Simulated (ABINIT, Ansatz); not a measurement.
## How the form of the self-energy moves the gap of InF3 (R-3c)

Wanted: the gap of InF3 (R-3c) under several approximations, with cost.

Main program and level: ABINIT 10.8.3; LDA and many-body steps on it, plane waves.

### 1. Starting point

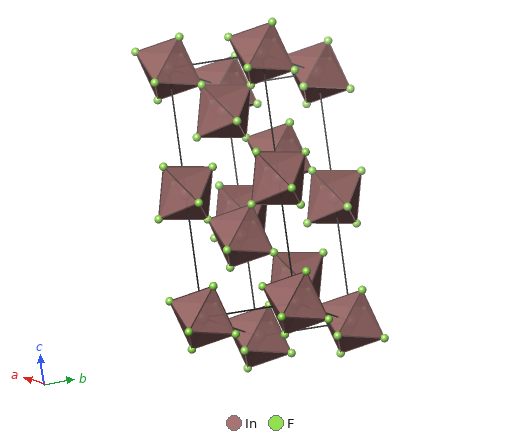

The cell as given, from a free direction (indium brown, fluorine green). This picture shows the conventional cell, with its axes. Some periodic images of atoms are drawn too.

The cell and positions are those that the Materials Project relaxed with its own functionals (PBE, PBE+U or r2SCAN), kept fixed.

### 2. Empty states on the mesh, 4×4×4 mesh, 267 bands

This step: ABINIT 10.8.3; DFT, LDA, plane waves, norm-conserving pseudopotentials.

The sums over transitions need many empty states on a uniform mesh; this step solves for them.

run.abi

```
acell 3*1.0 Angstrom
rprim 
  2.602141182914 1.502346912402 4.907506134507
  -2.602141182914 1.502346912402 4.907506134507
  0.000000000000 -3.004693824873 4.907506134486
ntypat 2
znucl 49 9
natom 8
typat 1 1 2 2 2 2 2 2
xred 
  0.500000000000 0.500000000000 0.500000000000
  -0.000000000000 0.000000000000 0.000000000000
  0.395709220000 0.750000000000 0.104290780000
  0.750000000000 0.104290780000 0.395709220000
  0.895709220000 0.604290780000 0.250000000000
  0.250000000000 0.895709220000 0.604290780000
  0.604290780000 0.250000000000 0.895709220000
  0.104290780000 0.395709220000 0.750000000000
pp_dirpath "pseudos"
pseudos "In.upf, F.upf"
ecut 36
ngkpt 4 4 4
nshiftk 1
shiftk 0 0 0
kptopt 1
chksymbreak 0
iscf -2
irdden 1
istwfk *1
nband 267
nbdbuf 24
tolwfr 1e-09
nstep 60
prtvol 0
indata_prefix "in"
outdata_prefix "out"
tmpdata_prefix "tmp"
```

Started as:

```sh
$ OMP_NUM_THREADS=1 mpirun -n 8 abinit run.abi > log
```

Numbers of over 12 decimals in the logs are rounded to 6 here.

The log of the run:

```text
.Version 10.8.3 of ABINIT. v10.8.2 released Aug 2026.

 Symmetries : space group R-3 c (#167); Bravais hR (rhombohedral)
[... echo of the input left out ...]
== DATASET  1 ==================================================================
-   mpi_nproc: 8, omp_nthreads: 1 (-1 if OMP is not activated)
-    --> not optimal distribution: autoparal keyword recommended in input file <--

--- !DatasetInfo
iteration_state: {dtset: 1, }
dimensions: {natom: 8, nkpt: 13, mband: 267, nsppol: 1, nspinor: 1, nspden: 1, mpw: 8026, }
cutoff_energies: {ecut:  36.0, pawecutdg:  -1.0, }
[...]
3.06793    3.09174    3.12515    3.12515    3.12979    3.13551    3.16029    3.16029
   3.16314    3.16750    3.19665    3.19921    3.19927    3.20207    3.20213    3.21999
   3.22057    3.22628    3.27380
 prteigrs : prtvol=0 or 1, do not print more k-points.

== END DATASET(S) ==============================================================
================================================================================

 -outvars: echo values of variables after computation  --------
            nband         267
             nkpt          13
          spgroup         167
 [... the other variables as echoed above ...]

 Calculation completed.
```

Wall time 3.6 min (8 MPI ranks of Arm Neoverse V1, shared host); peak memory 1.1 GiB; 29 min of CPU time.

This step gave:

```
gap                                                           : 4.010 eV
k of the valence top                                          : 0.5, 0.5, 0
k of the conduction bottom                                    : 0, 0, 0
least direct gap                                              : 4.042 eV
k points computed                                             : 13
lowest point of the top converged band, above the valence top : 82.1049 eV
```

On this mesh the gap is 4.010 eV.

The density comes from a self-consistent run that is not shown.

### 3. Screening, 4×4×4 mesh, 124 bands, screening to 114.3 eV

The RPA dielectric matrix is built and inverted for each q.

This step: RPA screening on LDA, plane waves, norm-conserving pseudopotentials.

run.abi: that of step 2 with these lines changed.

```diff
@@ -26,10 +26,11 @@
 chksymbreak 0
-iscf -2
-irdden 1
 istwfk *1
-nband 267
-nbdbuf 24
-tolwfr 1e-09
-nstep 60
-prtvol 0
+occopt 1
+irdwfk 1
+optdriver 3
+nband 124
+ecuteps 4.2
+inclvkb 2
+awtr 1
+symchi 1
 indata_prefix "in"
```

The log of the run:

```text
.Version 10.8.3 of ABINIT. v10.8.2 released Aug 2026.

 Symmetries : space group R-3 c (#167); Bravais hR (rhombohedral)
[... echo of the input left out ...]
== DATASET  1 ==================================================================
-   mpi_nproc: 8, omp_nthreads: 1 (-1 if OMP is not activated)

--- !DatasetInfo
iteration_state: {dtset: 1, }
dimensions: {natom: 8, nkpt: 13, mband: 124, nsppol: 1, nspinor: 1, nspden: 1, mpw: 8026, }
cutoff_energies: {ecut:  36.0, pawecutdg:  -1.0, }
electrons: {nelect:   8.40000000E+01, charge:   0.00000000E+00, occopt:   1.00000000E+00, tsmear:   1.00000000E-02, }

 SCREENING: Calculation of the susceptibility and dielectric matrices

 Based on a program developped by R.W. Godby, V. Olevano, G. Onida, and L. Reining.
 Incorporated in ABINIT by V. Olevano, G.-M. Rignanese, and M. Torrent.
.Using double precision arithmetic ; gwpc =  8

[... cell and pseudopotentials left out ...]
--------------------------------------------------------------------------------

 ==== K-mesh for the wavefunctions ====
 Number of points in the irreducible wedge :    13
[... list of points left out ...]
 Together with 12 symmetry operations and time-reversal symmetry
 yields    64 points in the full Brillouin Zone.

 ==== Q-mesh for the screening function ====
 Number of points in the irreducible wedge :    13
[... list of points left out ...]
 Together with 12 symmetry operations and time-reversal symmetry
 yields    64 points in the full Brillouin Zone.

 setmesh: FFT mesh size selected  =    40x   40x   40
          total number of points  =        64000

 vcoul_init : cutoff-mode = AUXILIARY_FUNCTION
 q-points for optical limit:   1
     1)      0.000010    0.000020    0.000030

- screening: taking advantage of time-reversal symmetry
- Maximum band index for partially occupied states nbvw = 42
- Remaining bands to be divided among processors   nbcw = 82
- Number of bands treated by each node ~10

 Number of electrons calculated from density =   84.0000; Expected =   84.0000
 average of density, n =  0.108136
 r_s =    1.3021
 omega_plasma =   31.7205 [eV]

 calculating chi0 at frequencies [eV] :
  1    0.000000E+00    0.000000E+00
  2    0.000000E+00    3.172052E+01

--------------------------------------------------------------------------------
  q-point number  1        q = ( 0.000000, 0.000000, 0.000000) [r.l.u.]
--------------------------------------------------------------------------------
[... chi0 elements left out ...]
 For q-point:  0.000010 0.000020 0.000030
  dielectric constant =   2.3880
  dielectric constant without local fields =   2.4898

  Average fulfillment of the sum rule on Im[epsilon] for q-point    1 :     33.10  [%]
[... wings left out ...]
  q-point number  2        q = ( 0.250000, 0.000000, 0.000000) [r.l.u.]
--------------------------------------------------------------------------------
[... chi0 elements left out ...]
  Average fulfillment of the sum rule on Im[epsilon] for q-point    2 :     42.76  [%]

 [... 11 further q-points ...]
```

Run time: 5.2 min. Hardware: 8 MPI ranks; peak memory 7 GiB.

This step gave:

```yaml
eps_infinity_with_local_fields_on_this_mesh_along_the_program_s_q_direction: 2.388
the_same_without_local_fields: 2.490
plasma_frequency: 31.72 eV
plane_waves_in_the_screening_matrix: 327
```

Local fields lower ε∞ by 4 %.

### 4. G0W0, Godby-Needs plasmon pole

The self-energy is evaluated for the states that the input lists, and the levels follow from it, in one-shot runs by the linearised quasiparticle equation.

This step: G0W0 on LDA, plane waves, norm-conserving pseudopotentials.

run.abi: that of step 3 with these lines changed.

```diff
@@ -29,8 +29,17 @@
 irdwfk 1
-optdriver 3
+optdriver 4
 nband 124
+gwcalctyp 0
+ecutsigx 36
+symsigma 1
+nkptgw 2
+kptgw 
+  0.5000000000 0.5000000000 0.0000000000
+  0.0000000000 0.0000000000 0.0000000000
+bdgw 
+  41 44
+  41 44
 ecuteps 4.2
-inclvkb 2
-awtr 1
-symchi 1
+irdscr 1
+ppmodel 1
 indata_prefix "in"
```

The log of the run:

```text
.Version 10.8.3 of ABINIT. v10.8.2 released Aug 2026.

 Symmetries : space group R-3 c (#167); Bravais hR (rhombohedral)
[... echo of the input left out ...]
== DATASET  1 ==================================================================
-   mpi_nproc: 8, omp_nthreads: 1 (-1 if OMP is not activated)

--- !DatasetInfo
iteration_state: {dtset: 1, }
dimensions: {natom: 8, nkpt: 13, mband: 124, nsppol: 1, nspinor: 1, nspden: 1, mpw: 8026, }
cutoff_energies: {ecut:  36.0, pawecutdg:  -1.0, }
electrons: {nelect:   8.40000000E+01, charge:   0.00000000E+00, occopt:   1.00000000E+00, tsmear:   1.00000000E-02, }

 SIGMA: Calculation of the GW corrections

 Based on a program developped by R.W. Godby, V. Olevano, G. Onida, and L. Reining.
 Incorporated in ABINIT by V. Olevano, G.-M. Rignanese, and M. Torrent.
.Using double precision arithmetic ; gwpc =  8

[... cell and pseudopotentials left out ...]
--------------------------------------------------------------------------------

 ==== K-mesh for the wavefunctions ====
 Number of points in the irreducible wedge :    13
[... list of points left out ...]
 Together with 12 symmetry operations and time-reversal symmetry
 yields    64 points in the full Brillouin Zone.

 ==== Q-mesh for screening function ====
 Number of points in the irreducible wedge :    13
[... list of points left out ...]
 Together with 12 symmetry operations and time-reversal symmetry
 yields    64 points in the full Brillouin Zone.

 vcoul_init : cutoff-mode = AUXILIARY_FUNCTION
 q-points for optical limit:   1
     1)      0.000010    0.000020    0.000030
 setmesh: FFT mesh size selected  =    60x   60x   60
          total number of points  =       216000

 Number of electrons calculated from density =   84.0000; Expected =   84.0000
 average of density, n =  0.108136
 r_s =    1.3021
 omega_plasma =   31.7205 [eV]

 === KS Band Gaps ===
  >>>> For spin  1
   Minimum direct gap =   4.0423 [eV], located at k-point      :   0.0000  0.0000  0.0000
   Fundamental gap    =   4.0104 [eV], Top of valence bands at :   0.5000  0.5000  0.0000
                                       Bottom of conduction at :   0.0000  0.0000  0.0000
 SIGMA fundamental parameters:
 PLASMON POLE MODEL  1
 number of plane-waves for SigmaX                 7987
 number of plane-waves for SigmaC and W            327
 number of plane-waves for wavefunctions          7987
 number of bands                                   124
 number of independent spin polarizations            1
 number of spinorial components                      1
 number of k-points in IBZ                          13
 number of q-points in IBZ                          13
 number of symmetry operations                      12
 number of k-points in BZ                           64
 number of q-points in BZ                           64
 number of frequencies for dSigma/dE                 9
 frequency step for dSigma/dE [eV]                0.25
 number of omega for Sigma on real axis              0
 max omega for Sigma on real axis  [eV]           0.00
 zcut for avoiding poles [eV]                     0.10

 EPSILON^-1 parameters (SCR file):
 dimension of the eps^-1 matrix on file            327
 dimension of the eps^-1 matrix used               327
 number of plane-waves for wavefunctions          7987
 number of bands                                   124
 number of q-points in IBZ                          13
 number of frequencies                               2
 number of real frequencies                          1
 number of imag frequencies                          1

 matrix elements of self-energy operator (all in [eV])

 Perturbative Calculation

--- !SelfEnergy_ee
iteration_state: {dtset: 1, }
kpoint     : [   0.500,    0.500,    0.000, ]
spin       : 1
KS_gap     :    6.537
QP_gap     :   10.871
Delta_QP_KS:    4.335
data: !SigmaeeData |
     Band     E0 <VxcDFT>   SigX SigC(E0)      Z dSigC/dE  Sig(E)    E-E0       E
       41  -1.177 -23.605 -30.878   5.283   0.806  -0.241 -25.209  -1.604  -2.781
       42  -1.024 -22.915 -30.810   5.689   0.799  -0.252 -24.677  -1.762  -2.786
       43   5.512 -18.194 -12.844  -2.339   0.854  -0.170 -15.621   2.573   8.085
       44   7.061 -19.119 -13.049  -2.620   0.847  -0.181 -16.197   2.922   9.983

--- !SelfEnergy_ee
iteration_state: {dtset: 1, }
kpoint     : [   0.000,    0.000,    0.000, ]
spin       : 1
KS_gap     :    4.042
QP_gap     :    7.881
Delta_QP_KS:    3.839
data: !SigmaeeData |
     Band     E0 <VxcDFT>   SigX SigC(E0)      Z dSigC/dE  Sig(E)    E-E0       E
       41  -1.056 -22.752 -30.714   5.727   0.798  -0.253 -24.536  -1.784  -2.840
       42  -1.056 -22.752 -30.714   5.727   0.798  -0.253 -24.536  -1.784  -2.840
       43   2.986 -15.001 -10.317  -2.322   0.870  -0.149 -12.945   2.055   5.041
       44   8.395 -19.924 -13.242  -2.862   0.839  -0.192 -16.719   3.205  11.600

== END DATASET(S) ==============================================================
================================================================================

 -outvars: echo values of variables after computation  --------
           etotal      0.0000000000E+00
            nband         124
             nkpt          13
          spgroup         167
 [... the other variables as echoed above ...]

 Calculation completed.
```

Run time: 20 s. Hardware: 8 MPI ranks; peak memory 4.2 GiB.

This step gave:

```
G0W0 gap on the points computed              : 7.822 eV
starting gap on the mesh                     : 4.010 eV
k of the valence top                         : 0.5, 0.5, 0
k of the conduction bottom                   : 0, 0, 0
Z at the valence top                         : 0.806
Z at the conduction bottom                   : 0.87
least direct G0W0 gap on the computed points : 7.881 eV
```

The gap on the mesh goes from 4.01 eV to 7.82 eV, a correction of +3.81 eV.

### 5. G0W0, Engel-Farid plasmon pole

run.abi: that of step 4 with these lines changed.

```diff
@@ -43,3 +43,3 @@
 irdscr 1
-ppmodel 1
+ppmodel 4
 indata_prefix "in"
```

The log of the run:

```text
.Version 10.8.3 of ABINIT. v10.8.2 released Aug 2026.

 Symmetries : space group R-3 c (#167); Bravais hR (rhombohedral)
[... echo of the input left out ...]
== DATASET  1 ==================================================================
-   mpi_nproc: 8, omp_nthreads: 1 (-1 if OMP is not activated)

--- !DatasetInfo
iteration_state: {dtset: 1, }
dimensions: {natom: 8, nkpt: 13, mband: 124, nsppol: 1, nspinor: 1, nspden: 1, mpw: 8026, }
cutoff_energies: {ecut:  36.0, pawecutdg:  -1.0, }
electrons: {nelect:   8.40000000E+01, charge:   0.00000000E+00, occopt:   1.00000000E+00, tsmear:   1.00000000E-02, }

 SIGMA: Calculation of the GW corrections

 Based on a program developped by R.W. Godby, V. Olevano, G. Onida, and L. Reining.
 Incorporated in ABINIT by V. Olevano, G.-M. Rignanese, and M. Torrent.
.Using double precision arithmetic ; gwpc =  8

[... cell and pseudopotentials left out ...]
--------------------------------------------------------------------------------

 ==== K-mesh for the wavefunctions ====
 Number of points in the irreducible wedge :    13
[... list of points left out ...]
 Together with 12 symmetry operations and time-reversal symmetry
 yields    64 points in the full Brillouin Zone.

 ==== Q-mesh for screening function ====
 Number of points in the irreducible wedge :    13
[... list of points left out ...]
 Together with 12 symmetry operations and time-reversal symmetry
 yields    64 points in the full Brillouin Zone.

 vcoul_init : cutoff-mode = AUXILIARY_FUNCTION
 q-points for optical limit:   1
     1)      0.000010    0.000020    0.000030
 setmesh: FFT mesh size selected  =    60x   60x   60
          total number of points  =       216000

 Number of electrons calculated from density =   84.0000; Expected =   84.0000
[...]
number of omega for Sigma on real axis              0
 max omega for Sigma on real axis  [eV]           0.00
 zcut for avoiding poles [eV]                     0.10

 EPSILON^-1 parameters (SCR file):
 dimension of the eps^-1 matrix on file            327
 dimension of the eps^-1 matrix used               327
 number of plane-waves for wavefunctions          7987
 number of bands                                   124
 number of q-points in IBZ                          13
 number of frequencies                               2
 number of real frequencies                          1
 number of imag frequencies                          1

 matrix elements of self-energy operator (all in [eV])

 Perturbative Calculation

--- !SelfEnergy_ee
iteration_state: {dtset: 1, }
kpoint     : [   0.500,    0.500,    0.000, ]
spin       : 1
KS_gap     :    6.537
QP_gap     :   10.920
Delta_QP_KS:    4.384
data: !SigmaeeData |
     Band     E0 <VxcDFT>   SigX SigC(E0)      Z dSigC/dE  Sig(E)    E-E0       E
       41  -1.177 -23.605 -30.878   5.315   0.826  -0.211 -25.222  -1.617  -2.793
       42  -1.024 -22.915 -30.810   5.704   0.820  -0.219 -24.713  -1.798  -2.822
       43   5.512 -18.194 -12.844  -2.372   0.868  -0.152 -15.608   2.586   8.098
[...]
--- !SelfEnergy_ee
iteration_state: {dtset: 1, }
kpoint     : [   0.000,    0.000,    0.000, ]
spin       : 1
KS_gap     :    4.042
QP_gap     :    7.870
Delta_QP_KS:    3.827
data: !SigmaeeData |
     Band     E0 <VxcDFT>   SigX SigC(E0)      Z dSigC/dE  Sig(E)    E-E0       E
[...]
43   2.986 -15.001 -10.317  -2.416   0.884  -0.131 -12.996   2.005   4.990
       44   8.395 -19.924 -13.242  -2.846   0.854  -0.171 -16.647   3.277  11.672

== END DATASET(S) ==============================================================
================================================================================

 -outvars: echo values of variables after computation  --------
           etotal      0.0000000000E+00
            nband         124
             nkpt          13
          spgroup         167
 [... the other variables as echoed above ...]

 Calculation completed.
```

The job ended after 13 s (8 MPI ranks; peak memory 3.8 GiB).

Numbers from this step:

| Property | Result |
| --- | --- |
| G0W0 gap on the points computed | 7.783 eV |
| starting gap on the mesh | 4.010 eV |
| k of the valence top | 0.5, 0.5, 0 |
| k of the conduction bottom | 0, 0, 0 |
| Z at the valence top | 0.826 |
| Z at the conduction bottom | 0.884 |
| least direct G0W0 gap on the computed points | 7.869 eV |

Against G0W0 in ABINIT (4×4×4 mesh, 124 bands, screening to 114.3 eV, Godby-Needs plasmon pole), the gap moves by −0.039 eV.

### 6. G0W0, Hybertsen-Louie plasmon pole

run.abi: that of step 5 with these lines changed.

```diff
@@ -43,3 +43,3 @@
 irdscr 1
-ppmodel 4
+ppmodel 2
 indata_prefix "in"
```

The log of the run:

```text
.Version 10.8.3 of ABINIT. v10.8.2 released Aug 2026.

 Symmetries : space group R-3 c (#167); Bravais hR (rhombohedral)
[... echo of the input left out ...]
== DATASET  1 ==================================================================
-   mpi_nproc: 8, omp_nthreads: 1 (-1 if OMP is not activated)

--- !DatasetInfo
iteration_state: {dtset: 1, }
dimensions: {natom: 8, nkpt: 13, mband: 124, nsppol: 1, nspinor: 1, nspden: 1, mpw: 8026, }
cutoff_energies: {ecut:  36.0, pawecutdg:  -1.0, }
[...]
Band     E0 <VxcDFT>   SigX SigC(E0)      Z dSigC/dE  Sig(E)    E-E0       E
[...]
43   2.986 -15.001 -10.317  -2.689   0.918  -0.089 -13.170   1.831   4.817
       44   8.395 -19.924 -13.242  -2.978   0.905  -0.104 -16.570   3.354  11.749

== END DATASET(S) ==============================================================
================================================================================

 -outvars: echo values of variables after computation  --------
           etotal      0.0000000000E+00
            nband         124
             nkpt          13
          spgroup         167
 [... the other variables as echoed above ...]

 Calculation completed.
```

Elapsed: 19 s, on 8 MPI ranks; peak memory 3.3 GiB.

Numbers from this step:

| Quantity | Value |
| --- | --- |
| G0W0 gap on the points computed | 8.308 eV |
| starting gap on the mesh | 4.010 eV |
| k of the valence top | 0.5, 0.5, 0 |
| k of the conduction bottom | 0, 0, 0 |
| least direct G0W0 gap on the computed points | 8.552 eV |

Against G0W0 in ABINIT (4×4×4 mesh, 124 bands, screening to 114.3 eV, Godby-Needs plasmon pole), the gap moves by +0.486 eV.

[end of part 1 of 2]

[Paths, hosts, dates, memory and timing lines, banners, echoed tables and standing remarks are left out of the program output.]

[Logs are printed without paths, hosts, clocks, repeated set-up lines and the standing remarks that a program may print on its own settings, such as how far it seeks lower states.]

[Runs of the session that timed out or met a known fault of the program may be left out.]

[Hosts, paths, dates, database ids (printed as entryN), source tags and the programs' standing remarks are cut or masked in the printed files.]

[G0W0 gaps are taken among the corrected bands and points alone; a level outside them can change the order at an edge.]

[Where Ansatz stands beside ABINIT at settings called matched, ABINIT's density can come from a denser mesh and the files from another edition; pairs whose starting gaps differed by over 0.03 eV were left out, so agreement reads better than it is.]
